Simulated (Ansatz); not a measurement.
## Lattice dynamics of InGa2 (built on the sites of a database entry of YGa2)

The cell of InGa2 (built on the sites of a database entry of YGa2) is at rest. What are its phonons? After the zone centre comes a 3×3×4 q mesh on a 12×12×12 k mesh.

Method: DFT PBEsol, scalar-relativistic, plane waves, PAW, in Ansatz 0.2.0.

The structure was built from a prototype and need not be the compound's stable phase.

**1. Starting point**

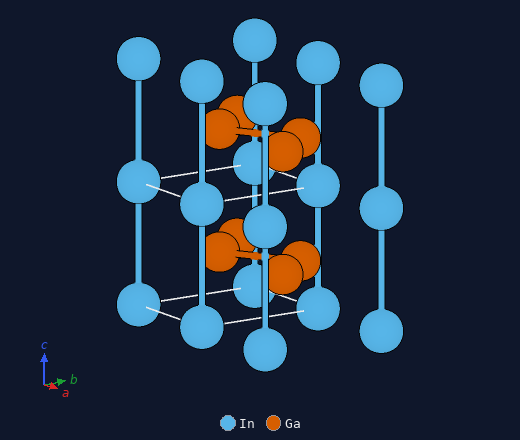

The cell as given, slightly off an axis (indium blue, gallium orange). 2×1×2 cells are drawn. Some periodic images of atoms are drawn too.

**2. Linear response at the zone centre**

The cell comes from relaxations at this level that are not shown. The zone centre comes first: it holds the modes that light can see, as far as symmetry allows. No field response is asked, since the mesh shows no gap.

File input.yaml:

```yaml
crystal:
  lattice:
    - [4.7225845166, 0.0, 0.0]
    - [-2.3612922583, 4.0898781629, 0.0]
    - [0.0, 0.0, 3.2159696864]
  atoms:
    - { symbol: In, position: [0.0, 0.0, 0.0] }
    - { symbol: Ga, position: [0.3333333333, 0.6666666667, 0.5] }
    - { symbol: Ga, position: [0.6666666667, 0.3333333333, 0.5] }
kpoints:
  mp_grid: { grid: [12, 12, 12] }
hamiltonian:
  xc: pbesol
scf:
  occupations: { method: methfessel_paxton, width: 0.2 }
output:
  eigenvalues: true
phonons:
  method: dfpt
```

Command:

```bash
$ ansatz run input.yaml --threads 8 --pin off --max-ram 14336MiB --backend cpu --events-out ev --progress --plain --runs-dir out
```

Numbers of over 12 decimals in the logs are rounded to 6 here.

Log:

```text
zone centre: on kpoints.mp_grid the ground state, and the responses unless they are solved on pairs of k-points, stand on 301 of the mesh's 1728 k-points, reduced under 4 symmetry operations, with k and −k counted as one. Each operation leaves every solved displacement unchanged or reverses it
Engine: ansatz 0.2.0, x86_64-unknown-linux-gnu
Pseudopotentials: kind: paw
Pseudopotential: In, paw, valence charge 13, recommended cutoff 420 eV (normal), In.paw.azcp
Pseudopotential: Ga, paw, valence charge 13, recommended cutoff 420 eV (normal), Ga.paw.azcp
Functional definition: PBEsol
  exchange = pbesol_x
  correlation = pbesol_c
Crystal: 3 atoms, lattice volume = 62.116 Å³
Basis set: ecut = 420 eV, 1217 PW (Γ), exchange–correlation on 64×64×48 points (8 copies of the dense FFT grid, shifted against one another)
Bands: 24, of which v1, the nominal top of the filled ones, is band 20 counted from 1 (19 counted from 0)
Symmetry: 24 space group operations
k-points: 301 of 1728 (irreducible under 4 space group operations, time reversal used)
Non-local potential: In, projectors of the file, l = 0: 2, l = 1: 2, l = 2: 2, l = 3: 2
Non-local potential: Ga, projectors of the file, l = 0: 2, l = 1: 2, l = 2: 3, l = 3: 1
PAW form: soft (Blöchl's): semilocal exchange-correlation on the pseudo side does not see the compensation charge
PAW frozen core: In, regenerated for the run's functional, and the local potential with it (the file was generated under x = pbe(κ = 0.804, μ = 0.219515), c = pbe(β = 0.066725))
PAW frozen core: Ga, regenerated for the run's functional, and the local potential with it (the file was generated under x = pbe(κ = 0.804, μ = 0.219515), c = pbe(β = 0.066725))
PAW one-centre angular grid: In, 590 points (default); XC on 64 Gauss nodes
PAW one-centre angular grid: Ga, 590 points (default); XC on 64 Gauss nodes
Initial density: superposition of atomic densities (neutral atoms: chi_scale 0, normalization atom), corrected by the library's trained network
Initial wavefunctions: pseudopotential atomic-orbital guess
Functional: x = pbesol(κ = 0.804, μ = 0.123457), c = pbesol(β = 0.046)
SCF iter   1: F=—  HF=-13011.651307 eV  |F-HF|=—  |Δ(HF+E_count)|=         —  Δρ=2.42e-3  dr2=3.71e-3  ethr=1.77e-3  ⟨swp⟩=5.2  Hψ=28303  notcnv=0
preconditioner: auto → Kerker (q_TF=auto, 2.525 Å⁻¹)  [metal: Δε(μ)=0.024 eV  Ē_g=15.566 eV  σ=0.200 eV  W_gap=0.10  n_scr=20 (ndim 8)  ℏωp=29.4 eV  f_vac=0.000  D(μ)=1.03/eV (n_scr^D=6)]
SCF iter   2: F=—  HF=-13011.647993 eV  |F-HF|=—  |Δ(HF+E_count)|=   3.31e-3  S|Δr|=    0.00e0  Δρ=1.27e-3  dr2=1.31e-3  ethr=9.51e-6  ⟨swp⟩=2.6  Hψ=15718  notcnv=0
SCF iter   3: F=—  HF=-13011.647615 eV  |F-HF|=—  |Δ(HF+E_count)|=   3.78e-4  S|Δr|=    0.00e0  Δρ=5.28e-4  dr2=3.29e-4  ethr=3.36e-6  ⟨swp⟩=2.3  Hψ=10267  notcnv=0
SCF iter   4: F=—  HF=-13011.647536 eV  |F-HF|=—  |Δ(HF+E_count)|=   7.90e-5  S|Δr|=    0.00e0  Δρ=2.35e-4  dr2=6.56e-5  ethr=8.45e-7  ⟨swp⟩=2.6  Hψ=13138  notcnv=0
SCF iter   5: F=—  HF=-13011.647519 eV  |F-HF|=—  |Δ(HF+E_count)|=   1.71e-5  S|Δr|=    0.00e0  Δρ=7.73e-5  dr2=3.06e-6  ethr=1.68e-7  ⟨swp⟩=2.0  Hψ=12987  notcnv=0
SCF iter   6: F=—  HF=-13011.647519 eV  |F-HF|=—  |Δ(HF+E_count)|=   2.31e-7  S|Δr|=    0.00e0  Δρ=4.76e-5  dr2=9.46e-7  ethr=7.84e-9  ⟨swp⟩=2.0  Hψ=13057  notcnv=0
SCF iter   7: F=—  HF=-13011.647519 eV  |F-HF|=—  |Δ(HF+E_count)|=   4.79e-7  S|Δr|=    0.00e0  Δρ=5.84e-6  dr2=2.80e-8  ethr=2.43e-9  ⟨swp⟩=2.0  Hψ=12465  notcnv=0
SCF iter   8: F=—  HF=-13011.647519 eV  |F-HF|=—  |Δ(HF+E_count)|=   1.21e-8  S|Δr|=    0.00e0  Δρ=3.19e-6  dr2=3.61e-9  ethr=7.19e-11  ⟨swp⟩=2.0  Hψ=13038  notcnv=0
SCF iter   9: F=—  HF=-13011.647519 eV  |F-HF|=—  |Δ(HF+E_count)|=   1.25e-9  S|Δr|=    0.00e0  Δρ=1.07e-6  dr2=4.11e-10  ethr=9.26e-12  ⟨swp⟩=2.4  Hψ=10867  notcnv=0
SCF iter  10: F=-13011.647519 eV  HF=-13011.647519 eV  |F-HF|=1.82e-12  |Δ(HF+E_count)|=  2.15e-10  S|Δr|=    0.00e0  Δρ=8.21e-8  dr2=3.45e-12  ethr=1.00e-12  ⟨swp⟩=5.5  Hψ=40554  notcnv=0
SCF 1 converged in 10 iterations: F = -13011.647519 eV  dr2 = 3.45e-12
  greatest PAW one-centre occupation: 0.994 electrons in one spin orbital (limit 2), on the Ga atom at site 2 (counted from 0), in its partial waves of l = 2
DFPT response loops at Γ: preconditioner auto → Kerker (q_TF=auto, 2.525 Å⁻¹) (partly filled bands, converged f_vac=0.000); β = 1.00, the filter's whole step (`scf.mixing.beta` (0.50) is not read by the response loops under this deck's `scf.mixing.preconditioner`; to damp them name `kerker` or `kerker_dos`, under which they read `scf.mixing.beta`, and type it under 1.00, their step now; both keys bind the ground state too); Broyden in place of MSR1
SCF converged after 10 iterations
Stability not checked: this state was not tested for a lower state beside it, because cold or Methfessel-Paxton smearing, or corrected tetrahedra, fill the levels in a way that the test cannot read (fill_not_monotonic; see scf.lower_state_search)
Free energy (F): -13011.647519 eV
Harris-Foulkes:  -13011.647519 eV  (|F-HF|=1.82e-12)
Internal energy: -13011.648111 eV  (E = F + TS)
E sigma→0 (E₀):  -13011.647667 eV
Entropy (-TS):   0.000593 eV (0.198 meV/atom)
Fermi energy:    10.174176 eV
--- Per-component energies (eV) ---
  E_band       = -83.523984
  E_kinetic    = 472.238786
  E_local      = -4660.172544  (includes V_loc(G=0)·N_el)
  E_nonlocal   = 1213.741957
  E_hartree    = 2108.642642
  E_xc         = -352.461306
  E_vxc        = -217.948419  (∫ρ·V_xc dr)
  E_paw        = -7973.124029  (= ΣΔE_a)
  E_vpaw       = -1108.668965  (= ΣTr[D̂ρ^β])
  E_aug_tail   = -0.000165  (compensation charges beyond the density's cutoff)
  E_ewald      = -3822.475311
  E_core_change = 1.961858  (= ΣΔE_core)
  E_smearing   = 0.000593  (= −TS)
  E_closure    = -0.000000  (closes the sum)
  Σ components = -13011.647519   (vs F -13011.647519, Δ=0.00e0)
--- Band table (eV; the first three rows and the last of 301) ---
  k-point 0: bands = [... 16 lower, 7.9280, 8.6183, 9.2434, 9.2434, 9.4816, 9.4816, 13.5377, 17.1834]
  k-point 1: bands = [... 16 lower, 8.0194, 8.6415, 9.3228, 9.3228, 9.6044, 9.6044, 12.4891, 18.4642]
  k-point 2: bands = [... 16 lower, 8.2943, 8.5727, 9.5544, 9.5544, 9.9688, 9.9688, 10.9415, 17.7347]
  k-point 300: bands = [... 16 lower, 6.0438, 6.1769, 7.2817, 8.2499, 8.7592, 13.1970, 14.1267, 14.9323]
--- Phonons (Γ-DFPT): 4 representative perturbations + reference, on 301 of 1728 k-points (Σ response iterations 13) ---
  k mesh reduced under 4 symmetry operations, with k and −k counted as one. Each operation leaves every solved displacement unchanged or reverses it
  ASR residual: 6.301e-5 → 0.000e0 eV/Å²; symmetrization residual: 4.754e-6 eV/Å²
  ASR residual per site (eV/Å²): 6.30e-5 1.28e-5 1.28e-5
  Γ frequencies (cm⁻¹): 0.00 0.00 0.00 18.77 66.62 102.55 102.55 148.00 148.00
  non-analytic LO–TO correction: not included (Born effective charges unavailable; polar crystals: no LO–TO splitting at Γ)
```

Wall time 35 s (8 threads of AMD EPYC 7R13 (Zen 3), shared host); peak memory 1.8 GiB.

Numbers from this step:

| Property | Result |
| --- | --- |
| volume per atom | 20.71 Å³ |
| gap on the k-mesh | 0 eV |
| sum-rule residual before enforcement | 6.30e-5 eV/Å² |
| point group | 6/mmm |
| highest optical mode at the zone centre (no LO-TO term) | 148 cm⁻¹ |
| lowest optical zone-centre mode | 18.77 cm⁻¹ |

Patterns of degenerate modes are one choice out of their space. The modes at Γ (shares of kinetic energy by element, %):

```
mode  frequency (cm⁻¹)  symmetry  In %  Ga %
   1               0.0  acoustic    45    55
   2               0.0  acoustic    45    55
   3               0.0  acoustic    45    55
   4              18.8       B1g     0   100
   5              66.6       A2u    55    45
   6             102.5       E1u    55    45
   7             102.5       E1u    55    45
   8             148.0       E2g     0   100
   9             148.0       E2g     0   100
```

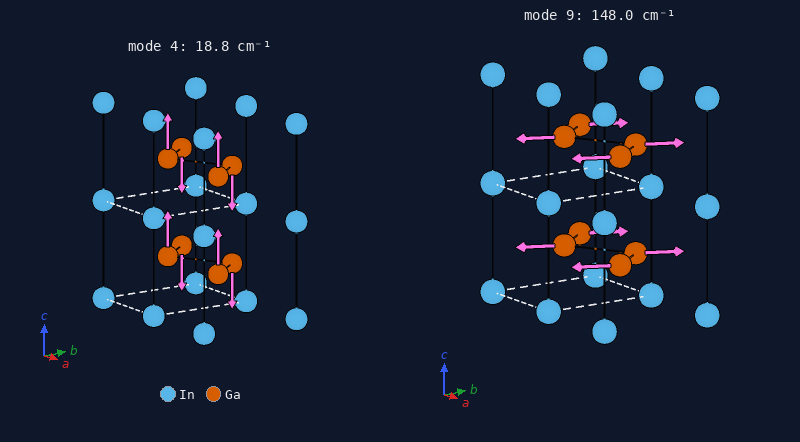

Displacement patterns of modes 4 and 9 at Γ; arrows are exaggerated. 2×1×2 cells are drawn. Some periodic images of atoms are drawn too.

Before it was imposed, the acoustic sum rule was missed by 6.3e-5 eV/Å². Small misses are needed for a sound result but don't prove that mesh and cutoff are converged. The lowest optical mode is real, 18.8 cm⁻¹.

**3. Phonons on a q mesh**

Stability and thermal properties need the whole zone. Linear response on a 3×3×4 q mesh gives force constants as far as a supercell of that size would.

input.yaml: that of step 2 with these lines changed.

```diff
@@ -19 +19,9 @@
   method: dfpt
+  qmesh: [3, 3, 4]
+  temperatures: { t_max: 1000, t_step: 50 }
+  qpath:
+    path:
+      - [[0.0, 0.0, 0.0], [0.5, 0.0, 0.0], [0.33333333, 0.33333333, 0.0], [0.0, 0.0, 0.0], [0.0, 0.0, 0.5], [0.5, 0.0, 0.5], [0.33333333, 0.33333333, 0.5], [0.0, 0.0, 0.5]]
+      - [[0.5, 0.0, 0.5], [0.5, 0.0, 0.0]]
+      - [[0.33333333, 0.33333333, 0.5], [0.33333333, 0.33333333, 0.0]]
+    npoints: 10
```

Log:

```text
[...]
Crystal: 3 atoms, lattice volume = 62.116 Å³
Basis set: ecut = 420 eV, 1217 PW (Γ), exchange–correlation on 64×64×48 points (8 copies of the dense FFT grid, shifted against one another)
Bands: 24, of which v1, the nominal top of the filled ones, is band 20 counted from 1 (19 counted from 0)
Symmetry: 24 space group operations
k-points: 133 of 1728
[...]
SCF iter   1: F=—  HF=-13011.651312 eV  |F-HF|=—  |Δ(HF+E_count)|=         —  Δρ=2.42e-3  dr2=3.71e-3  ethr=1.77e-3  ⟨swp⟩=5.2  Hψ=12520  notcnv=0
[...]
SCF iter  10: F=-13011.647519 eV  HF=-13011.647519 eV  |F-HF|=9.09e-12  |Δ(HF+E_count)|=  2.20e-10  S|Δr|=    0.00e0  Δρ=8.19e-8  dr2=3.45e-12  ethr=1.00e-12  ⟨swp⟩=5.4  Hψ=17830  notcnv=0
SCF 1 converged in 10 iterations: F = -13011.647519 eV  dr2 = 3.45e-12
[...]
phonons: the bands overlap, so this run is a metal and interpolates without the dipole-dipole term. If the crystal is really an insulator or semiconductor, its LO-TO splitting is missing
NSCF: frozen V_eff on 133 k-points
[...]
DFPT response loops at q = (0, 0, 0) (fractional): preconditioner auto → Kerker (q_TF=auto, 2.525 Å⁻¹) (partly filled bands, converged f_vac=0.000); β = 1.00, the filter's whole step (`scf.mixing.beta` (0.50) is not read by the response loops under this deck's `scf.mixing.preconditioner`; to damp them name `kerker` or `kerker_dos`, under which they read `scf.mixing.beta`, and type it under 1.00, their step now; both keys bind the ground state too); Broyden in place of MSR1
[...]
SCF converged after 10 iterations
[...]
Free energy (F): -13011.647519 eV
[...]
Internal energy: -13011.648111 eV  (E = F + TS)
E sigma→0 (E₀):  -13011.647667 eV
Entropy (-TS):   0.000593 eV (0.198 meV/atom)
Fermi energy:    10.174176 eV
[...]
--- Band table (eV; the first three rows and the last of 133) ---
  k-point 0: bands = [... 16 lower, 7.9280, 8.6183, 9.2434, 9.2434, 9.4816, 9.4816, 13.5377, 17.1834]
  k-point 1: bands = [... 16 lower, 8.0194, 8.6415, 9.3228, 9.3228, 9.6044, 9.6044, 12.4891, 18.4642]
  k-point 2: bands = [... 16 lower, 8.2943, 8.5727, 9.5544, 9.5544, 9.9688, 9.9688, 10.9415, 17.7347]
  k-point 132: bands = [... 16 lower, 5.3024, 6.5165, 7.0156, 7.7329, 7.7329, 14.2770, 15.2716, 15.2716]
--- Phonons (Γ-DFPT): 4 representative perturbations + reference (Σ response iterations 13) ---
  ASR residual: 6.302e-5 → 0.000e0 eV/Å²; symmetrization residual: 2.678e-6 eV/Å²
  ASR residual per site (eV/Å²): 6.30e-5 1.27e-5 1.27e-5
  Γ frequencies (cm⁻¹): 0.00 0.00 0.00 18.77 66.62 102.55 102.55 148.00 148.00
--- Phonons (arbitrary-q DFPT): 9 irreducible q on the 3×3×4 mesh ---
  q = [0.0000, 0.0000, 0.0000] (star 1, of the zone-centre solve; hermiticity 1.57e-6, symmetrization 1.42e-11): -0.00 0.00 0.00 18.77 66.62 102.55 102.55 148.00 148.00
  q = [0.0000, 0.0000, 0.2500] (star 2, 4 solved perturbations in 1488 linear systems a pass and spin channel, the states on 516 of 1728 k-point pairs; hermiticity 1.11e-6, symmetrization 7.51e-12): 3.87 28.33 28.33 58.07 87.56 87.56 94.78 142.67 142.67
[...]
q = [0.0000, 0.3333, 0.0000] (star 6, 6 solved perturbations on 546 of 1728 k-point pairs; hermiticity 2.34e-6, symmetrization 1.29e-8): 11.24 26.91 31.60 58.47 64.31 70.76 78.07 135.86 163.41
[...]
sum rule: each row above includes the acoustic sum rule's correction from the zone centre's row sums; it moved no ω² by more than (0.39 cm⁻¹)²
  mesh force constants: q→R imaginary residual 1.14e-16; ASR residual 6.302e-5 → 0.000e0 eV/Å²; symmetrization residual 5.329e-15 eV/Å²
  interpolated dispersion: 93 rows × 9 modes
  density of states and harmonic sums: on the 15×15×20 q-mesh, interpolated from the force constants of a 3×3×4 supercell (no non-analytic term)
  largest difference from the sums on the solved wave vectors: F 1.03e-1 eV, S 1.29e-4 and C_V 2.58e-5 eV/K
  zero-point energy: 0.041845 eV/cell   skipped modes (ω ≤ 0): 175, of them read as no rigid motion or as one in doubt: 172 (6.164e-1 modes/cell left out, lowest -42.43 cm⁻¹)   left out of the sums: 6.86e-2 of the cell's modes: C_V's classical limit lies that fraction below 3 k_B per atom; for a crystal, a wire or a layer, F and S can be off by more, and a phonons.interpolated_qmesh denser along its periods is the remedy for the sampling
```

Elapsed: 8.6 min, on 8 threads; peak memory 3.7 GiB; 63 min of CPU time.

Numbers from this step:

| Quantity | Value |
| --- | --- |
| lowest frequency on the path | -42.47 cm⁻¹ |
| highest frequency on the path or at a solved wavevector | 171.7 cm⁻¹ |
| lowest mode on the q mesh (acoustic modes at Γ apart) | -38.91 cm⁻¹ |

Frequencies (cm⁻¹) solved at each irreducible wavevector; negative means imaginary. Frequencies by wavevector, by row:

```
q in reciprocal lattice units  star  mode 1  mode 2  mode 3  mode 4  mode 5  mode 6  mode 7  mode 8  mode 9
                        0 0 0     1       0       0       0    18.8    66.6   102.5   102.5     148     148
                     0 0 0.25     2     3.9    28.3    28.3    58.1    87.6    87.6    94.8   142.7   142.7
                     0 0 -0.5     1    14.1    55.9    55.9    60.1    60.1    77.2     120   142.5   142.5
                   0 0.3333 0     6    11.2    26.9    31.6    58.5    64.3    70.8    78.1   135.9   163.4
                0 0.3333 0.25    12    -4.4    28.2    35.2    64.6    68.7    84.8    97.5   138.8   154.3
                0 0.3333 -0.5     6     -32    31.9    52.4    60.7    61.9    98.5   112.2   145.7   146.9
              0.3333 0.3333 0     2    25.8    43.1    43.1    47.1    47.1    48.9   125.4   125.4   159.5
           0.3333 0.3333 0.25     4   -10.5   -10.5    41.2    66.1    66.1    82.3   118.5   118.5   158.5
           0.3333 0.3333 -0.5     2   -38.9   -38.9    45.8    86.6    86.6    99.9   107.1   107.1   171.7
```

Interpolated from a 3×3×4 q mesh. Phonon branches along the path, in cm⁻¹:

| point | branch 1 | branch 2 | branch 3 | branch 4 | branch 5 | branch 6 | branch 7 | branch 8 | branch 9 |
| --- | --- | --- | --- | --- | --- | --- | --- | --- | --- |
| Γ | 0 | 0 | 0 | 19 | 67 | 102 | 102 | 148 | 148 |
| M | 15 | 43 | 43 | 51 | 54 | 54 | 95 | 126 | 168 |
| K | 26 | 43 | 43 | 47 | 47 | 49 | 125 | 125 | 160 |
| Γ | 0 | 0 | 0 | 19 | 67 | 102 | 102 | 148 | 148 |
| A | 14 | 56 | 56 | 60 | 60 | 77 | 120 | 142 | 142 |
| L | -42 | 30 | 52 | 62 | 87 | 91 | 101 | 149 | 149 |
| H | -39 | -39 | 46 | 87 | 87 | 100 | 107 | 107 | 172 |
| A | 14 | 56 | 56 | 60 | 60 | 77 | 120 | 142 | 142 |
| jump to L | -42 | 30 | 52 | 62 | 87 | 91 | 101 | 149 | 149 |
| M | 15 | 43 | 43 | 51 | 54 | 54 | 95 | 126 | 168 |
| jump to H | -39 | -39 | 46 | 87 | 87 | 100 | 107 | 107 | 172 |
| K | 26 | 43 | 43 | 47 | 47 | 49 | 125 | 125 | 160 |

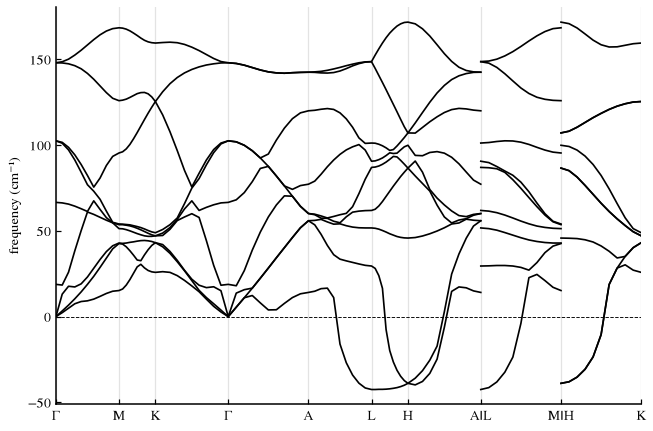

Phonon branches along the path.

(Part 1 of 2 ends here.)

[Logs are printed without paths, hosts, clocks, repeated set-up lines and the standing remarks that a program may print on its own settings, such as how far it seeks lower states.]

[Hosts, paths, dates, database ids (printed as entryN), source tags and the programs' standing remarks are cut or masked in the printed files.]
